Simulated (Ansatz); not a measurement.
**Sb (Pm-3m, 1 atom in the cell): phonons and vibrational spectra**

How does Sb (Pm-3m, 1 atom in the cell) vibrate, and is this structure a minimum?

Program: Ansatz 0.2.0. Level of theory: DFT PBEsol, scalar-relativistic, plane waves, PAW. Results are calculated unless marked as measured.

This is not the structure that Sb takes at ambient pressure and room temperature (space group No. 166); it is a model or a phase of other conditions.

## Step 1: The structure

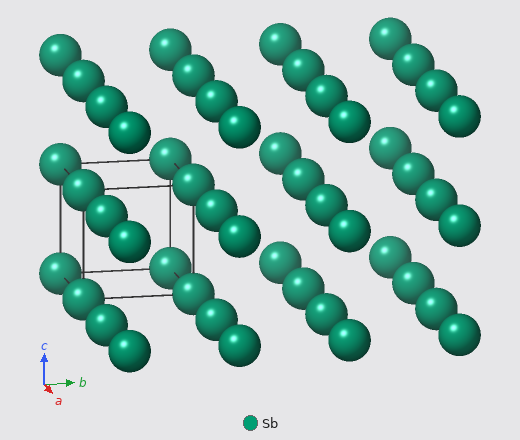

The cell as given, slightly off an axis (antimony teal). 3×3×2 cells are drawn. Some periodic images of atoms are drawn too.

## Step 2: Relaxation

Harmonic phonons are second derivatives at a point where the forces vanish, and they are wanted at zero stress, so atoms and cell are relaxed first.

Contents of input.yaml:

```yaml
crystal:
  lattice:
    - [3.16, 0.0, 0.0]
    - [0.0, 3.16, 0.0]
    - [0.0, 0.0, 3.16]
  atoms:
    - { symbol: Sb, position: [0.0, 0.0, 0.0] }
kpoints:
  mp_grid: { grid: [14, 14, 14] }
hamiltonian:
  xc: pbesol
scf:
  occupations: { method: gaussian, width: 0.1 }
output:
  forces: true
  stress: true
  eigenvalues: true
  write_density: true
  write_potential: true
  elf: true
  volumetric_format: npy
relax:
  adjacent_minimum: "off"
  f_tol: 0.005
  max_steps: 80
  cell: { stress_tol: 0.05 }
```

Started as:

```
$ ansatz run input.yaml --threads 4 --pin off --max-ram 7168MiB --backend cpu --events-out ev --progress --plain --runs-dir out
```

Numbers of over 12 decimals in the logs are rounded to 6 here.

Output:

```text
Engine: ansatz 0.2.0, aarch64-unknown-linux-gnu
Pseudopotentials: kind: paw
Pseudopotential: Sb, paw, valence charge 15, recommended cutoff 420 eV (normal), Sb.paw.azcp
Functional definition: PBEsol
  exchange = pbesol_x
  correlation = pbesol_c
Crystal: 1 atoms, lattice volume = 31.554 Å³
Basis set: ecut = 420 eV, 619 PW (Γ), exchange–correlation on 48×48×48 points (8 copies of the dense FFT grid, shifted against one another)
Bands: 12, of which v1, the nominal top of the filled ones, is band 8 counted from 1 (7 counted from 0)
Symmetry: 48 space group operations
Space group: Pm-3m (ITA 221), of the structure as read, at distance tolerance 3.2e-5 Å
k-points: 120 of 2744
Non-local potential: Sb, projectors of the file, l = 0: 2, l = 1: 2, l = 2: 2, l = 3: 2
PAW form: soft (Blöchl's): semilocal exchange-correlation on the pseudo side does not see the compensation charge
PAW frozen core: Sb, regenerated for the run's functional, and the local potential with it (the file was generated under x = pbe(κ = 0.804, μ = 0.219515), c = pbe(β = 0.066725))
PAW one-centre angular grid: Sb, 590 points (default); XC on 64 Gauss nodes
Initial density: superposition of atomic densities (neutral atoms: chi_scale 0, normalization atom), corrected by the library's trained network
Initial wavefunctions: pseudopotential atomic-orbital guess
Functional: x = pbesol(κ = 0.804, μ = 0.123457), c = pbesol(β = 0.046)
SCF iter   1: F=—  HF=-6408.016958 eV  |F-HF|=—  |Δ(HF+E_count)|=         —  Δρ=2.22e-3  dr2=8.60e-4  ethr=1.77e-3  ⟨swp⟩=5.2  Hψ=8488  notcnv=0
preconditioner: auto → none  [metal: Δε(μ)=0.044 eV  Ē_g=11.852 eV  σ=0.100 eV  W_gap=0.24  n_scr=6 (ndim 8)  ℏωp=14.8 eV  f_vac=0.004  D(μ)=0.70/eV (n_scr^D=6)  sad-step TF]
SCF iter   2: F=—  HF=-6408.015626 eV  |F-HF|=—  |Δ(HF+E_count)|=   1.33e-3  Δρ=1.16e-3  dr2=2.72e-4  ethr=5.73e-6  ⟨swp⟩=2.7  Hψ=3192  notcnv=0
SCF iter   3: F=—  HF=-6408.015546 eV  |F-HF|=—  |Δ(HF+E_count)|=   8.07e-5  Δρ=1.75e-4  dr2=6.70e-6  ethr=1.81e-6  ⟨swp⟩=2.0  Hψ=2289  notcnv=0
SCF iter   4: F=—  HF=-6408.015542 eV  |F-HF|=—  |Δ(HF+E_count)|=   3.99e-6  Δρ=7.13e-5  dr2=1.15e-6  ethr=4.46e-8  ⟨swp⟩=2.0  Hψ=2291  notcnv=0
iter 5 did not close the SCF: its close was put off for the readings that it lacked (scf_convergence_deferred on its scf_iter line)
SCF iter   5: F=-6408.015541 eV  HF=-6408.015541 eV  |F-HF|=7.11e-8  |Δ(HF+E_count)|=   4.20e-7  Δρ=1.89e-5  dr2=8.40e-8  ethr=7.66e-9  ⟨swp⟩=2.5  Hψ=2373  notcnv=0
SCF iter   6: F=-6408.015541 eV  HF=-6408.015541 eV  |F-HF|=1.48e-9  |Δ(HF+E_count)|=   3.57e-8  Δρ=2.81e-6  dr2=1.61e-9  ethr=5.60e-10  ⟨swp⟩=8.2  Hψ=9519  notcnv=0
SCF 1 converged in 6 iterations: F = -6408.015541 eV  dr2 = 1.61e-9
  greatest PAW one-centre occupation: 0.996 electrons in one spin orbital (limit 2), on the Sb atom at site 0 (counted from 0), in its partial waves of l = 2
relax step   1: F+E_penalty+E_count = -6408.01554132 eV  Δ(F+E_penalty+E_count) = +0.000e0 eV  max|allowed force component| = 0.000e0 eV/Å  Δτ_max = 0.0000 Å  P = -4.722 GPa  Ω = 31.554 Å³  (6 SCF iters, dr2 threshold 1.00e-7 eV, accepted)
Crystal: 1 atoms, lattice volume = 27.764 Å³
Basis set: ecut = 420 eV, 515 PW (Γ), exchange–correlation on 48×48×48 points (8 copies of the dense FFT grid, shifted against one another)
Initial density: handed on by an earlier stage of this run
Initial wavefunctions: those handed on with the density
iter 1 solved again at ethr=1.56e-5 eV; its pass at ethr=3.10e-3 eV (dr2=2.34e-3 eV) is discarded
SCF iter   1: F=—  HF=-6408.056016 eV  |F-HF|=—  |Δ(HF+E_count)|=         —  Δρ=2.76e-3  dr2=2.30e-3  ethr=1.56e-5  ⟨swp⟩=2.0  Hψ=12818  notcnv=0
preconditioner: auto → none  [metal: Δε(μ)=0.046 eV  Ē_g=12.608 eV  σ=0.100 eV  W_gap=0.24  n_scr=6 (ndim 8)  ℏωp=15.8 eV  f_vac=0.000  D(μ)=0.72/eV (n_scr^D=6)]
SCF iter   2: F=—  HF=-6408.056029 eV  |F-HF|=—  |Δ(HF+E_count)|=   1.23e-5  Δρ=1.33e-3  dr2=4.93e-4  ethr=1.53e-5  ⟨swp⟩=1.0  Hψ=1440  notcnv=0
SCF iter   3: F=—  HF=-6408.056081 eV  |F-HF|=—  |Δ(HF+E_count)|=   5.19e-5  Δρ=1.31e-4  dr2=2.10e-6  ethr=3.29e-6  ⟨swp⟩=1.0  Hψ=1440  notcnv=0
SCF iter   4: F=—  HF=-6408.056080 eV  |F-HF|=—  |Δ(HF+E_count)|=   5.53e-7  Δρ=3.19e-5  dr2=1.95e-7  ethr=6.67e-10  ⟨swp⟩=11.0  Hψ=11231  notcnv=0
SCF iter   5: F=-6408.056080 eV  HF=-6408.056080 eV  |F-HF|=5.69e-10  |Δ(HF+E_count)|=   1.68e-8  Δρ=2.57e-6  dr2=7.59e-10  ethr=6.67e-10  ⟨swp⟩=8.9  Hψ=9044  notcnv=0
SCF 2 converged in 5 iterations: F = -6408.056080 eV  dr2 = 7.59e-10
relax step   2: F+E_penalty+E_count = -6408.05607996 eV  Δ(F+E_penalty+E_count) = -4.054e-2 eV  max|allowed force component| = 0.000e0 eV/Å  Δτ_max = 0.0000 Å  P = +2.159 GPa  Ω = 27.764 Å³  energy of the carried Pulay correction = +8.088e-4 eV  (5 SCF iters, dr2 threshold 1.00e-7 eV, accepted)
Crystal: 1 atoms, lattice volume = 28.852 Å³
Basis set: ecut = 420 eV, 587 PW (Γ), exchange–correlation on 48×48×48 points (8 copies of the dense FFT grid, shifted against one another)
iter 1 solved again at ethr=1.70e-6 eV; its pass at ethr=3.10e-3 eV (dr2=2.54e-4 eV) is discarded
SCF iter   1: F=—  HF=-6408.061717 eV  |F-HF|=—  |Δ(HF+E_count)|=         —  Δρ=8.98e-4  dr2=2.45e-4  ethr=1.70e-6  ⟨swp⟩=2.0  Hψ=12743  notcnv=0
preconditioner: auto → none  [metal: Δε(μ)=0.038 eV  Ē_g=12.367 eV  σ=0.100 eV  W_gap=0.21  n_scr=6 (ndim 8)  ℏωp=15.5 eV  f_vac=0.001  D(μ)=0.76/eV (n_scr^D=6)]
SCF iter   2: F=—  HF=-6408.061735 eV  |F-HF|=—  |Δ(HF+E_count)|=   1.76e-5  Δρ=4.42e-4  dr2=5.57e-5  ethr=1.63e-6  ⟨swp⟩=1.0  Hψ=1440  notcnv=0
SCF iter   3: F=—  HF=-6408.061743 eV  |F-HF|=—  |Δ(HF+E_count)|=   8.17e-6  Δρ=3.64e-5  dr2=1.54e-7  ethr=3.71e-7  ⟨swp⟩=1.1  Hψ=1481  notcnv=0
SCF iter   4: F=-6408.061743 eV  HF=-6408.061743 eV  |F-HF|=6.99e-9  |Δ(HF+E_count)|=   1.31e-7  Δρ=9.76e-6  dr2=2.04e-8  ethr=6.67e-10  ⟨swp⟩=9.6  Hψ=10009  notcnv=0
SCF 3 converged in 4 iterations: F = -6408.061743 eV  dr2 = 2.04e-8
relax step   3: F+E_penalty+E_count = -6408.06174329 eV  Δ(F+E_penalty+E_count) = -5.663e-3 eV  max|allowed force component| = 0.000e0 eV/Å  Δτ_max = 0.0000 Å  P = -0.332 GPa  Ω = 28.852 Å³  energy of the carried Pulay correction = +5.664e-4 eV  (4 SCF iters, dr2 threshold 1.00e-7 eV, accepted)
[...]
relax step   4: F+E_penalty+E_count = -6408.06194091 eV  Δ(F+E_penalty+E_count) = -1.976e-4 eV  max|allowed force component| = 0.000e0 eV/Å  Δτ_max = 0.0000 Å  P = -0.019 GPa  Ω = 28.702 Å³  energy of the carried Pulay correction = +5.993e-4 eV  (3 SCF iters, dr2 threshold 1.00e-7 eV, accepted)
Initial wavefunctions: pseudopotential atomic-orbital guess (no wavefunctions were taken with the density)
iter 1 solved again at ethr=2.29e-7 eV; its pass at ethr=3.10e-3 eV (dr2=3.44e-5 eV) is discarded
SCF iter   1: F=—  HF=-6408.061297 eV  |F-HF|=—  |Δ(HF+E_count)|=         —  Δρ=9.60e-5  dr2=3.35e-7  ethr=2.29e-7  ⟨swp⟩=2.9  Hψ=12079  notcnv=0
SCF iter   2: F=—  HF=-6408.061296 eV  |F-HF|=—  |Δ(HF+E_count)|=   6.44e-7  Δρ=4.66e-5  dr2=7.07e-8  ethr=2.24e-9  ⟨swp⟩=2.3  Hψ=2298  notcnv=0
SCF iter   3: F=—  HF=-6408.061296 eV  |F-HF|=—  |Δ(HF+E_count)|=   1.64e-7  Δρ=2.29e-6  dr2=3.19e-10  ethr=4.71e-10  ⟨swp⟩=3.0  Hψ=2315  notcnv=0
SCF iter   4: F=—  HF=-6408.061296 eV  |F-HF|=—  |Δ(HF+E_count)|=  5.51e-10  Δρ=2.46e-7  dr2=1.82e-11  ethr=1.00e-12  ⟨swp⟩=7.1  Hψ=7085  notcnv=0
SCF iter   5: F=-6408.061296 eV  HF=-6408.061296 eV  |F-HF|=4.55e-12  |Δ(HF+E_count)|=  9.09e-12  Δρ=1.37e-7  dr2=4.29e-12  ethr=1.00e-12  ⟨swp⟩=5.9  Hψ=5583  notcnv=0
SCF 5 converged in 5 iterations: F = -6408.061296 eV  dr2 = 4.29e-12
relax step   5: F+E_penalty+E_count = -6408.06129614 eV  Δ(F+E_penalty+E_count) = +6.448e-4 eV  max|allowed force component| = 0.000e0 eV/Å  Δτ_max = 0.0000 Å  P = -0.017 GPa  Ω = 28.702 Å³  stress off target by 1.72e-2 GPa  SCF on the basis re-selected at this cell (its energy is not comparable with the rows above)  (5 SCF iters)
basis re-selected at this cell: Δ(F+E_penalty+E_count) = +6.448e-4 eV, ΔP = +0.001 GPa vs the last step (what re-selecting the basis moved, of the pressure what is left beyond the Pulay correction that the steps carried, after the strain that the cell walked since its last selection, with what the two solves' SCF thresholds leave and, on support functions, any second-order correction that the steps lacked; it is no measure of the basis error at this ecutwfc). This SCF's stress stands 1.72e-2 GPa from its target on what of the cell is left free (relax.cell.stress_tol is 5.00e-2 GPa) and its largest allowed force component is 0.00e0 eV/Å (relax.f_tol is 5.00e-3 eV/Å): [rest of the remark cut]
SCF converged after 5 iterations
Free energy (F): -6408.061296 eV
Harris-Foulkes:  -6408.061296 eV  (|F-HF|=4.55e-12)
Internal energy: -6408.057507 eV  (E = F + TS)
E sigma→0 (E₀):  -6408.059402 eV
Entropy (-TS):   -0.003789 eV (-3.789 meV/atom)
Fermi energy:    10.363432 eV
--- Per-component energies (eV) ---
  E_band       = -160.436483
  E_kinetic    = 207.590506
  E_local      = -1541.897040  (includes V_loc(G=0)·N_el)
  E_nonlocal   = 364.103033
  E_hartree    = 700.300773
  E_xc         = -137.672709
  E_vxc        = -96.869487  (∫ρ·V_xc dr)
  E_paw        = -4499.607722  (= ΣΔE_a)
  E_vpaw       = -493.965149  (= ΣTr[D̂ρ^β])
  E_aug_tail   = -0.000002  (compensation charges beyond the density's cutoff)
  E_ewald      = -1501.206203
  E_core_change = 0.331857  (= ΣΔE_core)
  E_smearing   = -0.003789  (= −TS)
  E_closure    = -0.000000  (closes the sum)
  Σ components = -6408.061296   (vs F -6408.061296, Δ=0.00e0)
--- Forces (eV/Å), atoms counted from 1 ---
  atom   1  Sb     0.00000000     0.00000000    -0.00000000
  max |Σ_I F_I| component: 2.88e-32 eV/Å
--- Stress (GPa, compression-positive) ---
       -0.017188      -0.000000      -0.000000
       -0.000000      -0.017188       0.000000
       -0.000000       0.000000      -0.017188
  P = ⅓ Tr σ = -0.0172 GPa (-0.172 kbar)
--- Band table (eV; the first three rows and the last of 120) ---
  k-point 0: bands = [... 4 lower, -18.5416, -2.2832, 13.7788, 13.7788, 13.7788, 17.6089, 17.6089, 18.7904]
  k-point 1: bands = [... 4 lower, -18.5414, -2.2061, 12.7900, 13.8558, 13.8558, 17.6725, 18.1877, 19.3940]
  k-point 2: bands = [... 4 lower, -18.5408, -1.9764, 11.0122, 14.0813, 14.0813, 17.8628, 18.5776, 21.3551]
  k-point 119: bands = [... 4 lower, -18.4592, 6.0789, 8.7404, 8.7404, 8.7404, 15.2389, 15.2389, 15.2389]
--- Relaxed structure (4 steps of the walk, 4 accepted, 1 SCFs on fresh bases) ---
  F+E_penalty+E_count = -6408.06129614 eV   max|allowed force component| = 0.000e0 eV/Å   (the final SCF, on the basis selected at the relaxed cell)
  cell:  # Å, volume = 28.7016 Å³
    - [3.061744, 0, 0]
    - [0, 3.061744, 0]
    - [0, 0, 3.061744]
  atoms:
    - { symbol: Sb, position: [0.0, 0.0, 0.0] }
```

The job ended after 5.6 s (4 threads of Arm Neoverse V2, shared host; peak memory 0.34 GiB).

The steps of the relaxation:

| step | energy less that of the first step (eV) | largest force component (eV/Å) | pressure (GPa) | volume (Å³) |
| --- | --- | --- | --- | --- |
| 1 | 0.0000 | 0.0000 | -4.72 | 31.55 |
| 2 | -0.0405 | 0.0000 | 2.16 | 27.76 |
| 3 | -0.0462 | 0.0000 | -0.33 | 28.85 |
| 4 | -0.0464 | 0.0000 | -0.02 | 28.70 |
| 5* | -0.0458 | 0.0000 | -0.02 | 28.70 |

Relaxation steps marked * repeat the geometry before them on a plane-wave basis chosen anew for their cell, so energy and pressure can jump there.

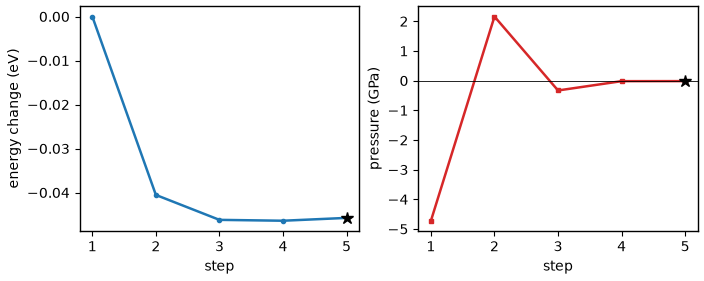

Energy and pressure along the relaxation. Stars mark steps on a basis chosen anew.

| conventional cell, symmetrised | before | after | change |
| --- | --- | --- | --- |
| a (Å) | 3.160 | 3.062 | -3.1 % |
| b (Å) | 3.160 | 3.062 | -3.1 % |
| c (Å) | 3.160 | 3.062 | -3.1 % |
| volume (Å³/atom) | 31.55 | 28.70 | -9.0 % |

The relaxed structure:

```
Sb
1.0
     3.06174    0.00000    0.00000
     0.00000    3.06174    0.00000
     0.00000    0.00000    3.06174
Sb
1
Cartesian
  0.0000 0.0000 0.0000
```

This step gave:

```
pressure          : -0.01719 GPa
volume per atom   : 28.70 Å³
gap on the k-mesh : 0 eV
```

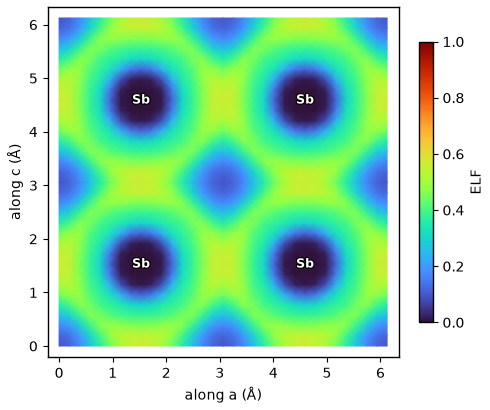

ELF in the ac plane at fractional y = 0.000, with atoms of Sb within 0.2 Å of it. It is the smooth field of the valence electrons, not physical close to the nuclei. The map starts off the cell's origin, so that atoms lie inside it.

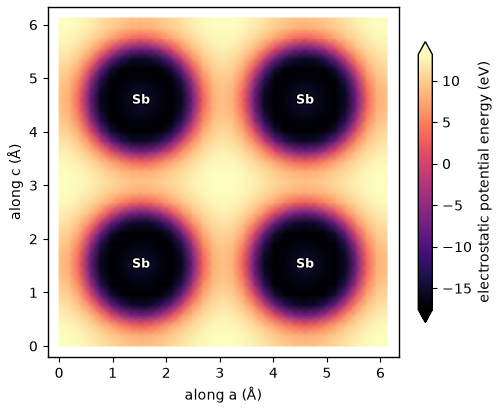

Electrostatic potential energy in the ac plane at fractional y = 0.000, with atoms of Sb within 0.2 Å of it. With pseudopotentials it is smooth inside the atoms' cores, unlike the true potential. The map starts off the cell's origin, so that atoms lie inside it.

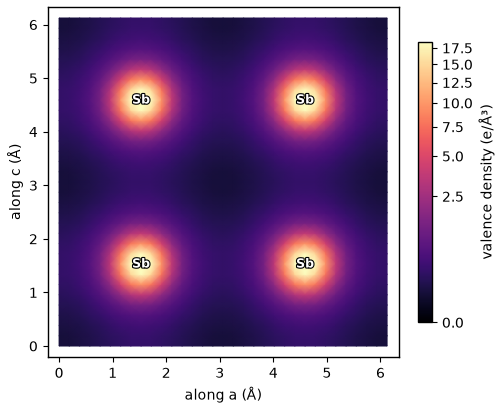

Valence density in the ac plane at fractional y = 0.000, with atoms of Sb within 0.2 Å of it. It is the smooth field of the valence electrons, not physical close to the nuclei. The map starts off the cell's origin, so that atoms lie inside it. The colour scale is stretched toward low values.

In this step the volume went from 31.55 to 28.70 Å³/atom.

## Step 3: Bringing the structure to rest

The relaxation is repeated from its end on the same settings, as a check that it has come to rest.

input.yaml, the sections that differ from step 2:

```yaml
crystal:
  lattice:
    - [3.0617437798, 0.0, 0.0]
    - [0.0, 3.0617437798, 0.0]
    - [0.0, 0.0, 3.0617437798]
  atoms:
    - { symbol: Sb, position: [0.0, 0.0, 0.0] }
output:
  forces: true
  stress: true
  eigenvalues: true
# kpoints, hamiltonian, scf, relax: as in step 2
```

Output:

```text
[...]
Crystal: 1 atoms, lattice volume = 28.702 Å³
Basis set: ecut = 420 eV, 587 PW (Γ), exchange–correlation on 48×48×48 points (8 copies of the dense FFT grid, shifted against one another)
Bands: 12, of which v1, the nominal top of the filled ones, is band 8 counted from 1 (7 counted from 0)
Symmetry: 48 space group operations
[...]
k-points: 120 of 2744
[...]
k-point 2: bands = [... 4 lower, -18.5408, -1.9764, 11.0122, 14.0813, 14.0813, 17.8628, 18.5776, 21.3551]
  k-point 119: bands = [... 4 lower, -18.4592, 6.0789, 8.7404, 8.7404, 8.7404, 15.2389, 15.2389, 15.2389]
--- Relaxed structure (1 steps of the walk, 1 accepted, 1 SCFs on fresh bases) ---
[...]
cell:  # Å, volume = 28.7016 Å³
    - [3.0617437798, 0.0, 0.0]
    - [0.0, 3.0617437798, 0.0]
    - [0.0, 0.0, 3.0617437798]
  atoms:
    - { symbol: Sb, position: [0.0, 0.0, 0.0] }
[key lines of the parts left out:]
SCF converged after 4 iterations
Free energy (F): -6408.061296 eV
Fermi energy:    10.363431 eV
P = ⅓ Tr σ = -0.0172 GPa (-0.172 kbar)
```

It took 2.3 s on 4 threads; peak memory 0.33 GiB; 5.9 s of CPU time.

Little changed from the start: no atom moved by 0.005 Å and no cell edge by 0.1 %.

In this step the volume went from 28.70 to 28.70 Å³/atom.

## Step 4: Tight relaxation

Phonons need a cell at rest on their own settings, so the relaxation is repeated with tight tolerances on forces and stress, using the mesh and the filling of the phonon run that follows.

input.yaml, the sections that differ from step 3:

```yaml
kpoints:
  mp_grid: { grid: [16, 16, 16] }
scf:
  occupations: { method: methfessel_paxton, width: 0.15 }
output:
  forces: true
  stress: true
  eigenvalues: true
  write_density: true
  write_potential: true
  elf: true
  volumetric_format: npy
relax:
  adjacent_minimum: "off"
  f_tol: 0.001
  max_steps: 60
  cell: { stress_tol: 0.01 }
# crystal, hamiltonian: as in step 3
```

Output:

```text
[...]
Crystal: 1 atoms, lattice volume = 28.702 Å³
Basis set: ecut = 420 eV, 587 PW (Γ), exchange–correlation on 48×48×48 points (8 copies of the dense FFT grid, shifted against one another)
Bands: 12, of which v1, the nominal top of the filled ones, is band 8 counted from 1 (7 counted from 0)
Symmetry: 48 space group operations
[...]
k-points: 165 of 4096
[...]
k-point 2: bands = [... 4 lower, -18.5028, -2.0262, 11.5170, 14.0642, 14.0642, 17.8527, 18.5531, 20.8614]
  k-point 164: bands = [... 4 lower, -18.4204, 6.1397, 8.7788, 8.7788, 8.7788, 15.2807, 15.2807, 15.2807]
--- Relaxed structure (3 steps of the walk, 3 accepted, 1 SCFs on fresh bases) ---
[...]
cell:  # Å, volume = 28.6188 Å³
    - [3.058797, 0, 0]
    - [0, 3.058797, 0.0]
    - [0, 0.0, 3.058797]
  atoms:
    - { symbol: Sb, position: [0.0, 0.0, 0.0] }
[key lines of the parts left out:]
SCF converged after 6 iterations
Free energy (F): -6408.058513 eV
Fermi energy:    10.446541 eV
P = ⅓ Tr σ = -0.0003 GPa (-0.003 kbar)
```

It took 5.5 s on 4 threads; peak memory 0.36 GiB.

Little changed from the start: no atom moved by 0.005 Å and no cell edge by 0.1 %.

Numbers from this step:

| Item | Value |
| --- | --- |
| pressure | -2.72e-4 GPa |
| volume per atom | 28.62 Å³ |

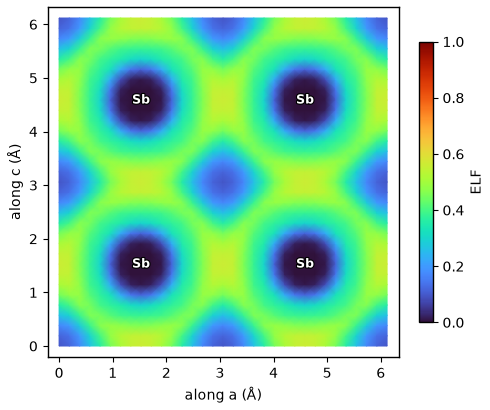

ELF in the ac plane at fractional y = 0.000, with atoms of Sb within 0.2 Å of it. It is the smooth field of the valence electrons, not physical close to the nuclei. The map starts off the cell's origin, so that atoms lie inside it.

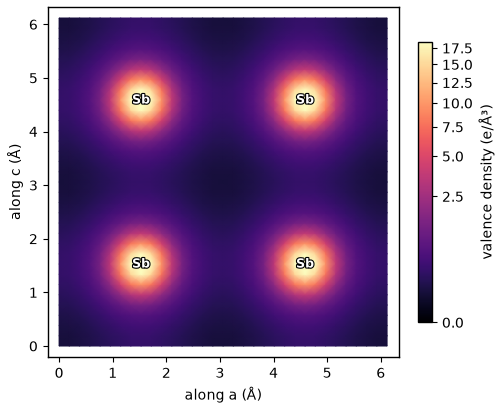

Valence density in the ac plane at fractional y = 0.000, with atoms of Sb within 0.2 Å of it. It is the smooth field of the valence electrons, not physical close to the nuclei. The map starts off the cell's origin, so that atoms lie inside it. The colour scale is stretched toward low values.

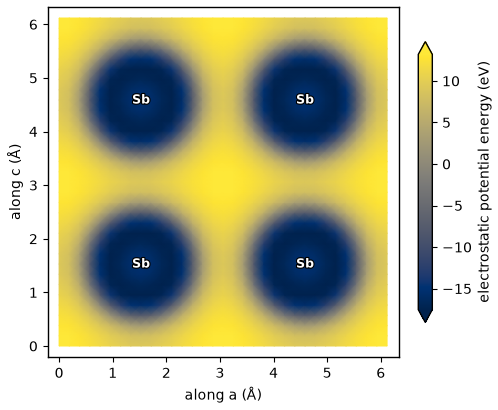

Electrostatic potential energy in the ac plane at fractional y = 0.000, with atoms of Sb within 0.2 Å of it. With pseudopotentials it is smooth inside the atoms' cores, unlike the true potential. The map starts off the cell's origin, so that atoms lie inside it.

The forces vanish by symmetry and the pressure is 0.000 GPa, within the tolerances set. The cell now holds 28.62 Å³/atom.

[end of part 1 of 2]

[Logs are printed without paths, hosts, clocks, repeated set-up lines and the standing remarks that a program may print on its own settings, such as how far it seeks lower states.]

[Hosts, paths, dates, database ids (printed as entryN), source tags and the programs' standing remarks are cut or masked in the printed files.]
